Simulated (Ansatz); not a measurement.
# C2H4ClGeN: single-point calculation

- system: C2H4ClGeN
- method: UKS PBE0-d4/cc-pVTZ-DK (Ansatz 0.2.0)

Some settings of this run were made unusual or wrong on purpose. The geometry comes from this level: PBE0-D4/def2-TZVP.

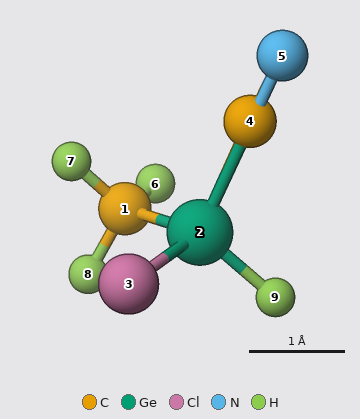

**Figure 1.** The structure (ball-and-stick view, seen at a tilt; atoms are numbered from 1 in the order of the input). Sticks mark near contacts.

**Input file**
```yaml
crystal:
  periodic: [false, false, false]
  atoms:
    - {symbol: C, position_ang: [-0.678790, -0.381145, 0.167303]}
    - {symbol: Ge, position_ang: [0.405411, -0.075941, -0.319770]}
    - {symbol: Cl, position_ang: [1.486700, -0.944666, 0.272680]}
    - {symbol: C, position_ang: [0.590708, 1.175354, 0.051300]}
    - {symbol: N, position_ang: [0.828791, 1.936381, 0.285698]}
    - {symbol: H, position_ang: [-1.145774, 0.015496, -0.066732]}
    - {symbol: H, position_ang: [-0.658428, -0.330121, 0.955221]}
    - {symbol: H, position_ang: [-0.812908, -1.166106, 0.002460]}
    - {symbol: H, position_ang: [0.497174, -0.130529, -1.385514]}
basis:
  gaussian: {orbitals: cc-pVTZ-DK}
magnetization: {spin_polarized: true, initial_magnetization: 0}
hamiltonian: {xc: {name: PBE0}, dispersion: d4}
```

Machine: 4 threads of Arm Neoverse V2, 23 GiB of memory available, shared host.

Launched with:
```bash
ansatz run in.yaml --threads 4 --pin off --events-out ev --progress --plain --max-ram 10444MiB
```

**What the program printed**
```
Functional definition: PBE0
  name "PBE0"
  cite "Adamo & Barone, J. Chem. Phys. 110, 6158 (1999) doi:10.1063/1.478522"
  cite "Perdew, Burke & Ernzerhof, Phys. Rev. Lett. 77, 3865 (1996) doi:10.1103/PhysRevLett.77.3865"
  parent pbe
  parameter a = 0.25
  parameter kappa = 0.804
  parameter beta = 0.06672455060314922
  exchange = (1 - a)*pbe_x(kappa = kappa, mu = beta*pi^2/3) + a*exact_x
  correlation = pbe_c(beta = beta)
1490 factors; their error is unknown
mean field evaluation 1: about -73197.8849 eV, gradient 8.7e1 eV
mean field evaluation 2: about -73192.1156 eV, gradient 8.7e1 eV
mean field evaluation 4: about -73221.9945 eV, gradient 8.3e0 eV
mean field evaluation 8: about -73222.1377 eV, gradient 1.5e-1 eV
mean field evaluation 16: about -73222.4839 eV, gradient 2.1e-4 eV
mean field -73222.48386495 eV, -2690.8766500549 hartree, gradient 1.2e-5 eV, S^2 0.000000; 0 other end points of the search recorded, 0 dependent functions left out
reference -73222.48388995 eV, -2690.8766509734 hartree; 36, 36 occupied and 187, 187 virtual orbitals, 1490 factors
Total energy: -73222.70894161 eV, -2690.8849214694 hartree
Relativity: scalar
```

**What the run reported**

```tsv
quantity	value
outcome	converged
total energy	−73222.7089 eV
mean-field energy	−73222.4839 eV
dispersion energy	−0.2251 eV
SCF solution under orbital rotations	stable
wall time	7.5 s (CPU time 27 s)
peak memory	0.93 GiB
```

**What went wrong**

The input was spoiled on purpose: squeeze. The run converged all the same; its numbers are those of the faulty input and shouldn't be used.
